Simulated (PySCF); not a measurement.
# P2H2 (SMILES [H]/P=P/[H]): r2SCAN/STO-3G

Aim: the vertical ionisation energy of P2H2 at r2SCAN/STO-3G, from 2 runs. The job is set up through a Python script.

The results are computed with PySCF 2.14.0.

8 further runs of the same task are left out: 8 set aside as unsound or not needed.

## Step 1: The molecule

P2H2: 4 atoms, total charge 0, spin state singlet. SMILES: `[H]/P=P/[H]`. Geometry: relaxed at GFN2-xTB.

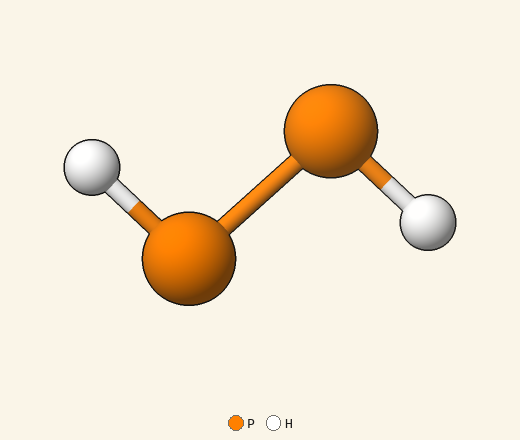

The structure, seen from a chosen angle (phosphorus orange, hydrogen white).

## Step 2: The energy at r2SCAN/STO-3G

calc.py reads:

```python
from pyscf import gto, dft

system = gto.M(
    atom='''
P       -0.024370      -1.003630       0.088350
P        0.024420       1.003540      -0.088260
H        1.037260      -1.067570       1.003320
H       -1.037310       1.067660      -1.003410
''',
    charge=0,
    max_memory=1860,
    basis='sto-3g',
    verbose=4,
)

myscf = dft.RKS(system, xc='r2scan')
myscf.conv_tol = 1e-10
myscf.grids.level = 5
myscf.kernel()
if not myscf.converged:
    myscf = myscf.newton().run(myscf.mo_coeff, myscf.mo_occ)

e_tot = myscf.e_tot
print('Final energy', e_tot)
```

On the command line:

```console
OMP_NUM_THREADS=1 python calc.py
```

The program printed:

```text
PySCF version 2.14.0

[INPUT] num. atoms = 4
[INPUT] num. electrons = 32
[INPUT] charge = 0
[INPUT] spin (= nelec alpha-beta = 2S) = 0
[INPUT] symmetry False subgroup None
[INPUT] Mole.unit = angstrom
[INPUT] Symbol           X                Y                Z      unit          X                Y                Z       unit  Magmom
[INPUT]  1 P     -0.024370000000  -1.003630000000   0.088350000000 AA   -0.046052625656  -1.896585830397   0.166957303105 Bohr   0.0
[INPUT]  2 P      0.024420000000   1.003540000000  -0.088260000000 AA    0.046147111962   1.896415755046  -0.166787227754 Bohr   0.0
[INPUT]  3 H      1.037260000000  -1.067570000000   1.003320000000 AA    1.960137319966  -2.017414918802   1.896000015299 Bohr   0.0
[INPUT]  4 H     -1.037310000000   1.067660000000  -1.003410000000 AA   -1.960231806273   2.017584994153  -1.896170090650 Bohr   0.0

[... 57 lines left out ...]
converged SCF energy = -676.090121394073
Final energy -676.0901213940729
```

Wall time 1.4 s (1 thread of AMD EPYC 9R45 (Zen 5), shared host); peak memory 0.2 GiB.

## Step 3: The doublet cation, same level

start.xyz reads:

```xyz
4

P     -0.024370    -1.003630     0.088350
P      0.024420     1.003540    -0.088260
H      1.037260    -1.067570     1.003320
H     -1.037310     1.067660    -1.003410
```

calc.py reads:

```python
from pyscf import gto, dft

mol = gto.Mole()
mol.atom = 'start.xyz'
mol.spin = 1
mol.charge = 1
mol.verbose = 3
mol.max_memory = 1860
mol.basis = 'sto-3g'
mol.build()

mf = dft.UKS(mol)
mf.xc = 'r2scan'
mf.conv_tol = 1e-10
mf.grids.level = 5
mf.kernel()
if not mf.converged:
    mf = mf.newton().run(mf.mo_coeff, mf.mo_occ)

etot = mf.e_tot
print('E = %.10f Eh' % etot)
```

On the command line:

```console
OMP_NUM_THREADS=1 python calc.py
```

The program printed:

```text
converged SCF energy = -675.839410659378  <S^2> = 0.75301644  2S+1 = 2.0030142
E = -675.8394106594 Eh
```

Run time: 3.3 s. Hardware: 1 thread of AMD EPYC 9R45 (Zen 5), shared host; peak memory 0.22 GiB.

## Step 4: Outcome

At r2SCAN/STO-3G:

| quantity | value |
| --- | --- |
| singlet P2H2: total energy | -676.09012 Eh |
| singlet P2H2: dipole moment | 0.00 D |
| singlet P2H2: HOMO energy | -2.82 eV |
| singlet P2H2: LUMO energy | 0.51 eV |
| singlet P2H2: HOMO–LUMO gap | 3.33 eV |
| doublet cation: total energy | -675.83941 Eh |
| doublet cation: HOMO energy (highest over α and β) | -11.64 eV |
| doublet cation: LUMO energy (lowest over α and β) | -10.68 eV |
| doublet cation: ⟨S²⟩ | 0.753 |
| vertical ionisation energy (to the doublet cation) | 6.822 eV |

**Reading.** Removing an electron at fixed nuclei costs 6.82 eV (157 kcal/mol). −ε(HOMO) before ionisation, 2.82 eV, is 4.00 eV below this ionisation energy. In a minimal basis such a difference can be off by several eV, whatever the method. Mulliken charges (singlet P2H2) run from -0.10 on H3 to +0.10 on P1. Mulliken charges (doublet cation) run from +0.04 on H3 to +0.46 on P1; they depend strongly on the basis.
